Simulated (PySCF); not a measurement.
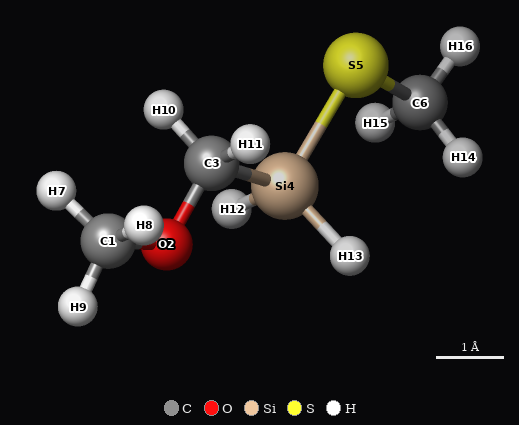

Fig. 1: The structure (ball-and-stick view, seen at a tilt; atoms are numbered from 1 in the order of the input).

**C₃H₁₀OSSi: a changed input and its effect**

System: C₃H₁₀OSSi, SMILES COC[SiH2]SC.
Method of run A: GIAO PBE0/pcSseg-1 NMR shielding, non-relativistic, gas phase (PySCF 2.14.0).

The geometry comes from this level: GFN2-xTB. Text and figures count atoms from 1; the logs count them from 0 in places.

**Input file, run A**
```
{"job": {"xc": "PBE0", "basis": "pcSseg-1", "kind": "nmr", "pop": true}, "charge": 0, "multiplicity": 1}
C     -3.291095     0.194340     0.293275
O     -1.939140    -0.028114     0.602277
C     -1.072296     0.207438    -0.487368
Si     0.657989    -0.158500     0.189977
S      2.044131     0.177532    -1.411259
C      3.592874    -0.225967    -0.544717
H     -3.626785    -0.469791    -0.513120
H     -3.460586     1.233702    -0.015077
H     -3.859678    -0.014437     1.197416
H     -1.335736    -0.442077    -1.333507
H     -1.172282     1.243692    -0.838627
H      0.774848    -1.552756     0.614479
H      0.996674     0.746248     1.287445
H      3.725367     0.447570     0.295030
H      3.560208    -1.254880    -0.203258
H      4.397908    -0.095057    -1.259133
```

The first line tells a small driver script what to run in PySCF; the rest is the geometry in Å.

Launched with:
```bash
OMP_NUM_THREADS=1 python <driver script> task.json out
```

Hardware: 1 CPU thread, shared host.

**Output (run A)**
```
coarse grid: 13792 points
cycle   1  E = -882.5961516420  dE =  4.042e-01  |g| = 5.299e-01  |ddm| = 3.419e+00
cycle   2  E = -882.5508352190  dE =  4.532e-02  |g| = 7.417e-01  |ddm| = 1.101e+00
cycle   3  E = -882.6530703386  dE = -1.022e-01  |g| = 7.638e-02  |ddm| = 6.512e-01
cycle   4  E = -882.6540727817  dE = -1.002e-03  |g| = 2.779e-02  |ddm| = 9.079e-02
cycle   5  E = -882.6542519402  dE = -1.792e-04  |g| = 5.396e-03  |ddm| = 3.662e-02
cycle   6  E = -882.6542587262  dE = -6.786e-06  |g| = 1.157e-03  |ddm| = 7.135e-03
final grid: 122224 points
cycle   7  E = -882.7022207054  dE = -2.039e-05  |g| = 1.173e-02  |ddm| = 2.270e-02
cycle   8  E = -882.7021996478  dE =  2.106e-05  |g| = 1.579e-02  |ddm| = 1.682e-02
cycle   9  E = -882.7022484468  dE = -4.880e-05  |g| = 1.253e-03  |ddm| = 9.710e-03
cycle  10  E = -882.7022487707  dE = -3.239e-07  |g| = 1.363e-04  |ddm| = 1.143e-03
cycle  11  E = -882.7022487743  dE = -3.610e-09  |g| = 6.401e-05  |ddm| = 1.970e-04
cycle  12  E = -882.7022487753  dE = -1.022e-09  |g| = 1.711e-05  |ddm| = 6.817e-05
cycle  13  E = -882.7022487754  dE = -6.094e-11  |g| = 3.370e-06  |ddm| = 1.442e-05
converged SCF energy = -882.7022487754

GIAO shielding tensors (ppm)
atom      isotropic    diamagn.    paramagn.     s11        s22        s33       span
  0 C      121.333     242.344    -121.011     89.744     90.488    183.767     94.023
  1 O      335.585     398.915     -63.330    321.001    332.288    353.466     32.465
  2 C      123.319     252.866    -129.547     85.163     97.228    187.566    102.403
  3 Si     375.061     880.668    -505.607    336.842    362.828    425.514     88.672
  4 S      733.809    1059.984    -326.175    636.842    650.974    913.611    276.769
  5 C      172.867     250.552     -77.684    163.279    164.042    191.280     28.002
  6 H       28.424      28.156       0.268     24.747     26.186     34.341      9.594
  7 H       28.427      28.210       0.217     24.754     26.188     34.340      9.586
  8 H       27.792      27.761       0.031     23.750     25.143     34.481     10.731
  9 H       28.322      32.771      -4.449     24.688     28.193     32.086      7.398
 10 H       28.324      32.851      -4.527     24.690     28.196     32.085      7.396
 11 H       26.970      30.456      -3.486     23.171     25.901     31.839      8.668
 12 H       26.970      30.486      -3.516     23.170     25.902     31.838      8.668
 13 H       29.756      29.589       0.167     24.042     27.720     37.505     13.464
 14 H       29.757      29.533       0.224     24.041     27.725     37.506     13.465
 15 H       29.589      27.882       1.708     23.733     26.704     38.331     14.597
```

For run B the input was changed thus:
```diff
-"xc": "PBE0"
+"xc": "PBE"
+"solvent": "benzene"
-"pop": true
+"pop": false
```

How does run B compare with run A?

The total energies belong to different models, so their difference says nothing on which is more stable or more accurate. The HOMO goes from −6.74 to −5.55 eV. The LUMO goes from 0.39 to −0.47 eV. Of all shieldings, the largest change is that of S5, by −22.0 ppm. The functional changes from PBE0 to PBE. The SCF takes 14 iterations against 13.

**Output (run B)**
```
coarse grid: 13792 points
cycle   1  E = -882.4644522310  dE =  3.331e-01  |g| = 6.608e-01  |ddm| = 3.488e+00
cycle   2  E = -882.2499906519  dE =  2.145e-01  |g| = 1.221e+00  |ddm| = 1.958e+00
cycle   3  E = -882.5560149132  dE = -3.060e-01  |g| = 1.645e-01  |ddm| = 1.435e+00
cycle   4  E = -882.5608575290  dE = -4.843e-03  |g| = 5.853e-02  |ddm| = 1.689e-01
cycle   5  E = -882.5615808285  dE = -7.233e-04  |g| = 1.491e-02  |ddm| = 6.171e-02
cycle   6  E = -882.5616347518  dE = -5.392e-05  |g| = 4.962e-03  |ddm| = 2.023e-02
cycle   7  E = -882.5616407995  dE = -6.048e-06  |g| = 1.329e-03  |ddm| = 6.556e-03
final grid: 122224 points
cycle   8  E = -882.6257769454  dE = -4.431e-06  |g| = 1.882e-02  |ddm| = 3.002e-02
cycle   9  E = -882.6256210273  dE =  1.559e-04  |g| = 3.404e-02  |ddm| = 3.193e-02
cycle  10  E = -882.6258462899  dE = -2.253e-04  |g| = 3.056e-03  |ddm| = 2.122e-02
cycle  11  E = -882.6258482424  dE = -1.952e-06  |g| = 3.578e-04  |ddm| = 2.941e-03
cycle  12  E = -882.6258482729  dE = -3.054e-08  |g| = 1.448e-04  |ddm| = 5.500e-04
cycle  13  E = -882.6258482780  dE = -5.048e-09  |g| = 3.377e-05  |ddm| = 1.605e-04
cycle  14  E = -882.6258482782  dE = -2.544e-10  |g| = 9.794e-06  |ddm| = 3.400e-05
converged SCF energy = -882.6258482782

GIAO shielding tensors (ppm)
atom      isotropic    diamagn.    paramagn.     s11        s22        s33       span
  0 C      114.906     242.733    -127.827     81.618     82.091    181.010     99.392
  1 O      323.183     398.951     -75.768    306.062    317.892    345.596     39.534
  2 C      115.902     252.431    -136.530     76.063     88.359    183.283    107.219
  3 Si     359.118     881.859    -522.741    318.346    345.680    413.326     94.980
  4 S      711.859    1060.259    -348.400    607.819    629.847    897.910    290.092
  5 C      167.921     250.202     -82.281    156.958    158.190    188.616     31.658
  6 H       28.187      28.107       0.080     24.441     26.106     34.013      9.572
  7 H       28.191      28.171       0.020     24.448     26.111     34.013      9.564
  8 H       27.595      27.795      -0.200     23.764     24.925     34.097     10.334
  9 H       27.997      32.502      -4.505     24.648     27.663     31.681      7.033
 10 H       28.000      32.589      -4.589     24.652     27.666     31.682      7.030
 11 H       26.756      30.654      -3.898     23.130     25.578     31.559      8.429
 12 H       26.756      30.689      -3.933     23.129     25.580     31.558      8.430
 13 H       29.548      29.570      -0.022     24.012     27.487     37.146     13.134
 14 H       29.549      29.509       0.039     24.010     27.490     37.146     13.136
 15 H       29.427      27.681       1.746     23.725     26.618     37.937     14.212
```

**The two runs side by side**

```csv
quantity,run A,run B
outcome,converged,converged
total energy (hartree),−882.702249,−882.625848
HOMO (eV),−6.74,−5.55
LUMO (eV),0.39,−0.47
dipole moment (D),0.55,0.53
shielding of C1 (ppm),121.3,114.9
shielding of O2 (ppm),335.6,323.2
shielding of C3 (ppm),123.3,115.9
shielding of Si4 (ppm),375.1,359.1
shielding of S5 (ppm),733.8,711.9
shielding of C6 (ppm),172.9,167.9
shielding of H10 (ppm),28.3,28.0
SCF iterations,13,14
basis functions,166,166
wall time (shared host),31 s,26 s
```
